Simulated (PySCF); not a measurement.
# C5H2F6: a tour of settings, part 2 of 2

PySCF 2.14.0. Atoms count from 0. Earlier steps stand in the parts before.

### 4 Ultraviolet spectrum: PBE0/pcSseg-1

The job: settings as JSON, then the geometry in Å.

```
{"job": {"kind": "uv", "xc": "PBE0", "basis": "pcSseg-1", "nstates": 25, "ntriplets": 0, "tda": false}, "charge": 0, "multiplicity": 1}
C      2.395947     0.258124    -0.141423
C      1.120823     0.120160    -0.066918
C     -0.175463    -0.018602     0.008901
C     -0.817155    -1.357385     0.280398
F     -1.250889    -1.944478    -0.844405
F     -1.866360    -1.262101     1.099171
F      0.048174    -2.208471     0.844358
C     -1.113661     1.150038    -0.170384
F     -0.518022     2.158320    -0.818272
F     -1.531136     1.645031     1.003785
F     -2.204996     0.824123    -0.865551
H      2.987576     0.492776     0.727971
H      2.920774     0.142952    -1.075361
```

With the program's defaults for keys left out, this is: TDDFT PBE0/pcSseg-1, vertical, gas phase, core orbitals frozen in the response.

What it wrote:

```text
coarse grid: 13192 points
cycle   1  E = -789.5287550107  dE =  2.077e+00  |g| = 1.250e+00  |ddm| = 4.103e+00
cycle   2  E = -789.1708299212  dE =  3.579e-01  |g| = 1.988e+00  |ddm| = 2.200e+00
cycle   3  E = -789.7872742914  dE = -6.164e-01  |g| = 1.579e-01  |ddm| = 1.570e+00
cycle   4  E = -789.7916987637  dE = -4.424e-03  |g| = 8.616e-02  |ddm| = 2.038e-01
cycle   5  E = -789.7935060539  dE = -1.807e-03  |g| = 1.652e-02  |ddm| = 8.013e-02
cycle   6  E = -789.7935637158  dE = -5.766e-05  |g| = 2.756e-03  |ddm| = 1.503e-02
cycle   7  E = -789.7935654109  dE = -1.695e-06  |g| = 7.551e-04  |ddm| = 3.018e-03
final grid: 136408 points
cycle   8  E = -789.8972942268  dE = -6.149e-05  |g| = 7.181e-03  |ddm| = 4.129e-02
cycle   9  E = -789.8972881187  dE =  6.108e-06  |g| = 9.966e-03  |ddm| = 1.348e-02
cycle  10  E = -789.8973040612  dE = -1.594e-05  |g| = 8.671e-04  |ddm| = 7.308e-03
cycle  11  E = -789.8973041920  dE = -1.309e-07  |g| = 4.232e-04  |ddm| = 9.782e-04
cycle  12  E = -789.8973042334  dE = -4.137e-08  |g| = 1.422e-04  |ddm| = 4.728e-04
cycle  13  E = -789.8973042382  dE = -4.808e-09  |g| = 1.876e-05  |ddm| = 1.391e-04
cycle  14  E = -789.8973042383  dE = -5.025e-11  |g| = 8.224e-06  |ddm| = 2.093e-05
converged SCF energy = -789.8973042383

Static polarisability (au): isotropic 55.103, principal 38.803 42.783 83.723

Singlet excitations
state   eV       nm        f      main configurations
  1   5.8626    211.5   0.00002   H-1->L 0.74, H->L 0.18
  2   6.2987    196.8   0.00003   H->L+1 0.75, H-1->L+1 0.17
  3   7.3033    169.8   0.06458   H->L 0.55, H-1->L+1 0.24, H-1->L 0.13
  4   8.1770    151.6   1.18068   H-1->L+1 0.53, H->L 0.21, H->L+1 0.14
  5   8.7431    141.8   0.01234   H-2->L 0.98
  6   9.2327    134.3   0.02242   H-1->L+2 0.69, H->L+2 0.30
  7   9.3214    133.0   0.00685   H-3->L 0.99
  8   9.3629    132.4   0.00223   H-4->L 0.99
  9   9.4657    131.0   0.01109   H->L+2 0.69, H-1->L+2 0.30
 10   9.5290    130.1   0.01206   H-2->L+1 0.93
 11   9.6149    129.0   0.00486   H-5->L 0.67, H-6->L 0.29
 12   9.7889    126.7   0.00932   H-6->L 0.67, H-5->L 0.31
 13   9.7915    126.6   0.00057   H-7->L 0.82, H-3->L+1 0.17
 14   9.8163    126.3   0.00106   H-3->L+1 0.82, H-7->L 0.17
 15   9.8557    125.8   0.00146   H-4->L+1 0.98
 16  10.1318    122.4   0.00264   H-9->L 0.90
 17  10.1337    122.3   0.04608   H-8->L 0.96
 18  10.1522    122.1   0.01958   H-5->L+1 0.53, H-6->L+1 0.28, H->L+3 0.11
 19  10.2163    121.4   0.00255   H->L+3 0.68, H-1->L+3 0.16
 20  10.2981    120.4   0.00086   H-6->L+1 0.59, H-5->L+1 0.38
 21  10.3669    119.6   0.01622   H-7->L+1 0.93
 22  10.5032    118.0   0.00026   H-8->L+1 0.68, H-14->L+1 0.20
 23  10.5817    117.2   0.00028   H-9->L+1 0.96
 24  10.6753    116.1   0.00225   H-1->L+3 0.82, H->L+3 0.15
 25  10.7205    115.7   0.00021   H-1->L+4 0.43, H-8->L+1 0.20, H-14->L+1 0.18
```

Run time: 2.1 min. Hardware: 1 thread of Arm Neoverse N1, shared host; peak memory 1 GiB.

Frontier orbitals and where they lie:

| orbital | eV | atoms |
| --- | --- | --- |
| HOMO−3 | -11.96 | F4 20 %, F9 18 %, F5 16 % |
| HOMO−2 | -11.69 | F8 21 %, F6 21 %, C2 18 % |
| HOMO−1 | -9.25 | C0 38 %, C1 35 %, C2 12 % |
| HOMO | -9.18 | C2 37 %, C1 30 %, C0 13 % |
| LUMO | -1.39 | C1 43 %, C2 26 %, H11 6 % |
| LUMO+1 | -1.04 | C0 43 %, C1 35 %, C2 6 % |
| LUMO+2 | 1.48 | H12 38 %, H11 38 %, C0 19 % |

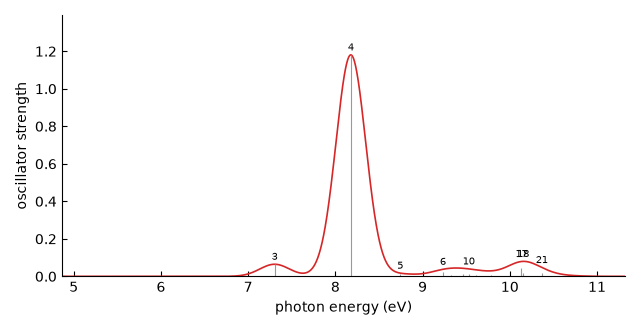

Absorption spectrum from the 25 singlet states computed; above the last one it falls off for lack of states. Lines are broadened to a width of 0.40 eV (Gaussian).

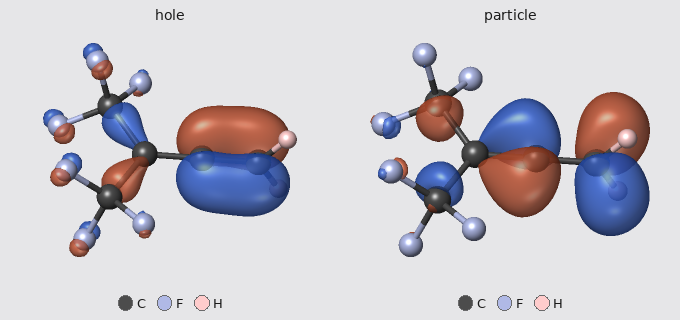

Leading natural transition orbitals of singlet state 4: the electron leaves the hole (left) for the particle orbital (right).

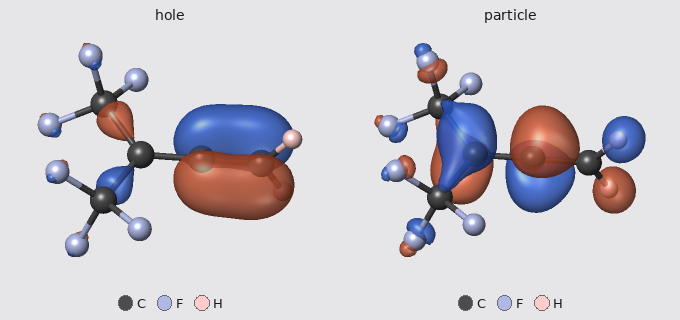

Leading natural transition orbitals of singlet state 1: the electron leaves the hole (left) for the particle orbital (right).

Ground-state properties from the same run:

| property | computed |
| --- | --- |
| dipole moment (D) | 3.61 |
| polarisability (Å³) | 8.17 |
| HOMO–LUMO gap (eV) | 7.78 |
| −ε(HOMO) (eV) | 9.18 |

Orbitals, density, ELF and potential are computed afterwards from the orbital file.

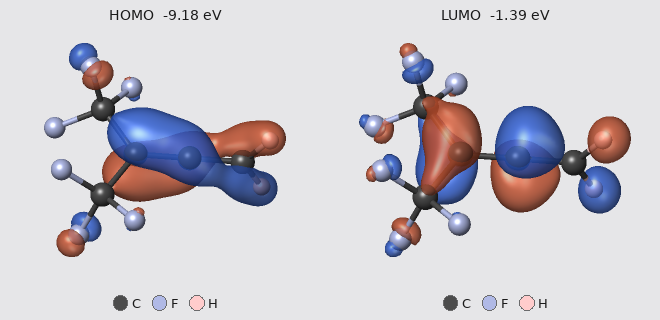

Frontier orbitals at PBE0/pcSseg-1; each surface holds 70 % of the orbital's density, blue and red mark the sign.

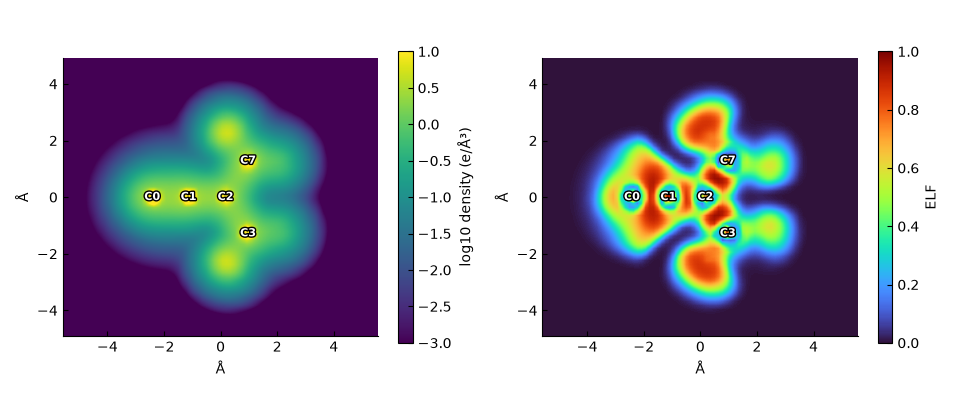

Density (left) and ELF (right) in a plane through or near 5 of the atoms.

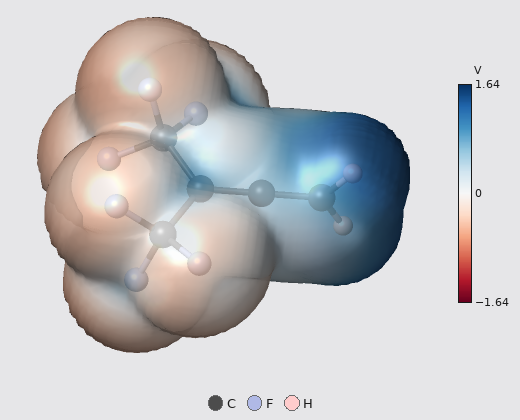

The potential that a unit positive charge feels on the 0.002 e/bohr³ surface, from -0.55 V near F4 to 1.64 V near H11.

### 5 J couplings: B97-D/pcseg-1

The job, as its differences from that of step 4:

```diff
@@ -1,2 +1,2 @@
-{"job": {"kind": "uv", "xc": "PBE0", "basis": "pcSseg-1", "nstates": 25, "ntriplets": 0, "tda": false}, "charge": 0, "multiplicity": 1}
+{"job": {"kind": "j", "xc": "B97-D", "basis": "pcseg-1", "scf": {"guess": "sap"}}, "charge": 0, "multiplicity": 1}
 C      2.395947     0.258124    -0.141423
```

Level: B97-D/pcseg-1 indirect spin-spin coupling, non-relativistic, gas phase.

What it wrote:

```text
final grid: 136408 points
cycle   1  E = -778.8055105552  dE =  8.852e+00  |g| = 5.496e+00  |ddm| = 4.311e+01
cycle   2  E = -708.9311315511  dE =  6.987e+01  |g| = 1.926e+01  |ddm| = 6.045e+01
cycle   3  E = -774.6711676942  dE = -6.574e+01  |g| = 7.140e+00  |ddm| = 4.019e+01
cycle   4  E = -784.0663009116  dE = -9.395e+00  |g| = 4.543e+00  |ddm| = 1.173e+01
cycle   5  E = -788.1663741631  dE = -4.100e+00  |g| = 2.643e+00  |ddm| = 6.693e+00
cycle   6  E = -789.9980635803  dE = -1.832e+00  |g| = 6.950e-01  |ddm| = 6.233e+00
cycle   7  E = -790.0158742583  dE = -1.781e-02  |g| = 7.682e-01  |ddm| = 1.503e+00
cycle   8  E = -790.1312471835  dE = -1.154e-01  |g| = 1.432e-01  |ddm| = 8.294e-01
cycle   9  E = -790.1352332879  dE = -3.986e-03  |g| = 7.100e-02  |ddm| = 2.096e-01
cycle  10  E = -790.1363022484  dE = -1.069e-03  |g| = 2.175e-02  |ddm| = 7.583e-02
cycle  11  E = -790.1364040045  dE = -1.018e-04  |g| = 4.153e-03  |ddm| = 2.659e-02
cycle  12  E = -790.1364073676  dE = -3.363e-06  |g| = 1.682e-03  |ddm| = 5.017e-03
cycle  13  E = -790.1364077682  dE = -4.006e-07  |g| = 8.065e-04  |ddm| = 1.957e-03
cycle  14  E = -790.1364078890  dE = -1.208e-07  |g| = 1.788e-04  |ddm| = 8.578e-04
cycle  15  E = -790.1364078950  dE = -6.013e-09  |g| = 3.882e-05  |ddm| = 2.229e-04
cycle  16  E = -790.1364078952  dE = -1.944e-10  |g| = 1.913e-05  |ddm| = 4.936e-05
converged SCF energy = -790.1364078952

Indirect spin-spin couplings (Hz)
  i      j    bonds     total        FC       PSO       DSO        SD
  0 C    4 F    4     -0.555    -1.322     0.435    -0.164     0.495
  0 C    5 F    4      0.762     0.770     0.085    -0.260     0.167
  0 C    6 F    4      0.701     0.906     0.027     0.012    -0.243
  0 C    8 F    4      0.715     0.916     0.026     0.012    -0.239
  0 C    9 F    4     -0.547    -1.314     0.436    -0.164     0.495
  0 C   10 F    4      0.747     0.752     0.086    -0.259     0.168
  0 C   11 H    1    169.651   168.740     0.249     0.662         -
  0 C   12 H    1    169.701   168.790     0.248     0.662         -
  1 C    4 F    3      4.452     5.667     0.647    -0.046    -1.815
  1 C    5 F    3      7.012     6.844     1.766    -0.217    -1.381
  1 C    6 F    3     -1.369     0.018    -1.835     0.269     0.179
  1 C    8 F    3     -1.386     0.005    -1.840     0.269     0.181
  1 C    9 F    3      4.436     5.656     0.648    -0.047    -1.821
  1 C   10 F    3      6.991     6.829     1.767    -0.216    -1.388
  1 C   11 H    2     -5.847    -4.247    -1.191    -0.409         -
  1 C   12 H    2     -5.831    -4.232    -1.189    -0.410         -
  2 C    4 F    2     33.712    33.826    -2.008     0.302     1.592
  2 C    5 F    2     42.099    42.057    -1.751     0.308     1.484
  2 C    6 F    2     39.714    42.018    -3.032     0.264     0.464
  2 C    8 F    2     39.843    42.145    -3.026     0.265     0.459
  2 C    9 F    2     33.764    33.870    -2.004     0.302     1.596
  2 C   10 F    2     42.071    42.025    -1.750     0.309     1.487
  2 C   11 H    3      9.738     9.815     0.160    -0.237         -
  2 C   12 H    3      9.733     9.810     0.160    -0.237         -
  3 C    4 F    1   -290.097  -263.706   -33.922     1.626     5.906
  3 C    5 F    1   -288.260  -261.396   -34.325     1.654     5.807
  3 C    6 F    1   -277.126  -251.806   -33.295     1.609     6.366
  3 C    8 F    3      6.100     5.965     0.283    -0.110    -0.037
  3 C    9 F    3     -0.819    -1.280     0.226     0.172     0.063
  3 C   10 F    3     -3.566    -3.561    -0.347     0.397    -0.055
  3 C   11 H    4     -4.199    -4.174     0.058    -0.083         -
  3 C   12 H    4     -4.171    -4.153     0.055    -0.072         -
  4 F    5 F    2    112.277    95.554   -30.792     0.149    47.366
  4 F    6 F    2    114.047    98.343   -30.642     0.054    46.292
  4 F    7 C    3     -0.800    -1.261     0.227     0.171     0.063
  4 F    8 F    4     -0.679     0.687    -0.353    -0.653    -0.359
  4 F    9 F    4      3.650    -0.715     3.542    -0.886     1.710
  4 F   10 F    4     11.350     9.956    -0.997     0.985     1.406
  4 F   11 H    5      5.218     5.584     0.725    -0.939    -0.152
  4 F   12 H    5      6.033     6.236     0.246    -0.301    -0.148
  5 F    6 F    2    113.926    86.031   -18.584     0.080    46.400
  5 F    7 C    3     -3.568    -3.563    -0.348     0.398    -0.056
  5 F    8 F    4      0.829     0.946     1.037    -1.077    -0.077
  5 F    9 F    4     11.421    10.048    -1.000     0.986     1.388
  5 F   10 F    4     16.264    13.105     2.300     0.905    -0.047
  5 F   11 H    5      2.164     2.488     0.441    -0.722    -0.043
  5 F   12 H    5      0.962     1.379     0.664    -1.061    -0.020
  6 F    7 C    3      6.062     5.928     0.282    -0.110    -0.038
  6 F    8 F    4     16.167     9.947     3.129    -1.032     4.122
  6 F    9 F    4     -0.684     0.681    -0.354    -0.653    -0.358
  6 F   10 F    4      0.829     0.954     1.037    -1.077    -0.085
  6 F   11 H    5     -0.549    -0.207    -0.195    -0.047    -0.100
  6 F   12 H    5     -0.326    -0.101     0.133    -0.336    -0.022
  7 C    8 F    1   -277.185  -251.868   -33.303     1.608     6.377
  7 C    9 F    1   -290.211  -263.809   -33.929     1.625     5.903
  7 C   10 F    1   -288.386  -261.515   -34.329     1.654     5.805
  7 C   11 H    4     -4.174    -4.156     0.055    -0.072         -
  7 C   12 H    4     -4.199    -4.174     0.059    -0.083         -
  8 F    9 F    2    113.725    97.986   -30.617     0.053    46.303
  8 F   10 F    2    113.364    85.294   -18.410     0.079    46.402
  8 F   11 H    5     -0.332    -0.106     0.132    -0.335    -0.022
  8 F   12 H    5     -0.553    -0.212    -0.195    -0.048    -0.099
  9 F   10 F    2    112.062    95.465   -30.942     0.148    47.391
  9 F   11 H    5      6.012     6.215     0.246    -0.301    -0.148
  9 F   12 H    5      5.201     5.568     0.725    -0.940    -0.152
 10 F   11 H    5      0.987     1.404     0.665    -1.060    -0.020
 10 F   12 H    5      2.179     2.502     0.441    -0.722    -0.042
 11 H   12 H    2    -11.990   -11.268     2.779    -3.501         -
```

It took 77 s on 1 thread of Arm Neoverse N1, shared host; peak memory 0.69 GiB.

This basis has no tight s functions, so the Fermi-contact terms are rough.

Key values: J(C3,F4) -285.2 Hz, J(C0,H11) 169.7 Hz, J(F4,F5) 113.2 Hz (means over like pairs).

### 6 Shielding tensors: wB97X-D/SBKJC-VDZ

The job, as its differences from that of step 5:

```diff
@@ -1,2 +1,2 @@
-{"job": {"kind": "j", "xc": "B97-D", "basis": "pcseg-1", "scf": {"guess": "sap"}}, "charge": 0, "multiplicity": 1}
+{"job": {"kind": "nmr", "xc": "wB97X-D", "basis": "SBKJC-VDZ", "pop": false, "grid": 0, "scf": {"max_cycle": 71}}, "charge": 0, "multiplicity": 1}
 C      2.395947     0.258124    -0.141423
```

With the program's defaults for keys left out, this is: GIAO wB97X-D/SBKJC-VDZ NMR shielding, non-relativistic, gas phase.

What it wrote:

```text
final grid: 13192 points
cycle   1  E = -172.1807891179  dE = -5.904e+00  |g| = 3.354e+00  |ddm| = 1.303e+01
cycle   2  E = -173.1159655229  dE = -9.352e-01  |g| = 2.414e+00  |ddm| = 1.340e+01
cycle   3  E = -174.2607008023  dE = -1.145e+00  |g| = 2.795e-01  |ddm| = 4.651e+00
cycle   4  E = -174.2805896436  dE = -1.989e-02  |g| = 7.571e-02  |ddm| = 3.137e+00
cycle   5  E = -174.2819892137  dE = -1.400e-03  |g| = 3.426e-02  |ddm| = 5.117e-01
cycle   6  E = -174.2823150633  dE = -3.258e-04  |g| = 4.393e-03  |ddm| = 1.087e-01
cycle   7  E = -174.2823264375  dE = -1.137e-05  |g| = 1.672e-03  |ddm| = 2.747e-02
cycle   8  E = -174.2823276090  dE = -1.171e-06  |g| = 3.943e-04  |ddm| = 8.928e-03
cycle   9  E = -174.2823277012  dE = -9.218e-08  |g| = 2.735e-04  |ddm| = 3.311e-03
cycle  10  E = -174.2823277207  dE = -1.945e-08  |g| = 4.622e-05  |ddm| = 9.591e-04
cycle  11  E = -174.2823277220  dE = -1.392e-09  |g| = 2.001e-05  |ddm| = 5.659e-04
cycle  12  E = -174.2823277221  dE = -9.697e-11  |g| = 8.642e-06  |ddm| = 5.621e-05
converged SCF energy = -174.2823277221

GIAO shielding tensors (ppm)
atom      isotropic    diamagn.    paramagn.     s11        s22        s33       span
  0 C          nan         nan         nan        nan        nan        nan        nan
  1 C          nan         nan         nan        nan        nan        nan        nan
  2 C          nan         nan         nan        nan        nan        nan        nan
  3 C          nan         nan         nan        nan        nan        nan        nan
  4 F          nan         nan         nan        nan        nan        nan        nan
  5 F          nan         nan         nan        nan        nan        nan        nan
  6 F          nan         nan         nan        nan        nan        nan        nan
  7 C          nan         nan         nan        nan        nan        nan        nan
  8 F          nan         nan         nan        nan        nan        nan        nan
  9 F          nan         nan         nan        nan        nan        nan        nan
 10 F          nan         nan         nan        nan        nan        nan        nan
 11 H       27.562      35.440      -7.878     13.426     30.331     38.930     25.504
 12 H       27.570      35.416      -7.846     13.442     30.337     38.931     25.488
```

It took 20 s on 1 thread of Arm Neoverse N1, shared host; peak memory 0.69 GiB.

The run ended normally, but its values are not to be used for the molecule: the shieldings of some atoms came out as not-a-number; grid level 0 is too coarse; the basis SBKJC-VDZ leaves the core to a potential or lacks core functions, which properties at the nuclei need.

### 7 Comparing the runs: spin-spin couplings

Couplings (Hz), each a mean over the pairs like the one named, with basis size and wall time:

| run | C3–F4 | C0–H11 | F4–F5 | C2–F4 | H11–H12 | C2–H11 | C1–H11 | functions | time |
| --- | --- | --- | --- | --- | --- | --- | --- | --- | --- |
| PBE0/IGLO-II | -358.9 | 161.0 | 68.9 | 37.7 | -21.2 | 9.1 | -6.4 | 254 | 2.8 min |
| PBE/def2-SVP | -476.8 | 222.3 | 268.9 | 71.8 | -13.9 | 11.4 | -8.4 | 164 | 63 s |
| B97-D/pcseg-1 | -285.2 | 169.7 | 113.2 | 38.5 | -12.0 | 9.7 | -5.8 | 164 | 77 s |

### 8 Summary of results

This closing draws on all 2 parts.

| quantity | value |
| --- | --- |
| largest coupling of the table (PBE0/IGLO-II) | ¹J(C,F) C3–F4, -358.9 Hz (mean over like pairs) |
| lowest singlet (PBE0/pcSseg-1) | 5.86 eV (211 nm), f = 0.000 |
| brightest single state of those computed | state 4, 8.18 eV, f = 1.181 |
| potential on the surface of density 0.002 e/bohr³, 1st and 99th percentile | -0.55 V and 1.64 V |
| range of J(C3,F4), mean over like pairs | -476.8 to -285.2 Hz |
| property runs in this session | 5, of which 0 failed and 1 gave unsound results |

**Reading.** Single values in the summary come from the first sound run of each kind (PBE0/IGLO-II; PBE0/pcSseg-1), which need not be the best level. Of the pairs tabulated at PBE0/IGLO-II, C3–F4 (mean over like pairs) couples most strongly (-358.9 Hz; Fermi contact -332.9 Hz). Density functionals describe couplings to fluorine poorly, F–F couplings above all, so those rows are rough. The first singlet state (HOMO−1→LUMO 0.74, HOMO→LUMO 0.18) lies at 5.86 eV and is dark; of the 25 states computed, the strongest absorption comes from state 4 at 8.18 eV. The basis of PBE0/pcSseg-1 has no diffuse functions, so Rydberg states are missing and the high states are unreliable. By nearest atom (PBE0/pcSseg-1), the HOMO sits on C1, C2 about 33 % each; C0 9 % and the LUMO on C1 39 %; C2 26 %. The coupling C3–F4, as a mean over pairs of its kind, runs from -476.8 Hz (PBE/def2-SVP) to -285.2 Hz (B97-D/pcseg-1). Couplings from bases without tight functions are rough.
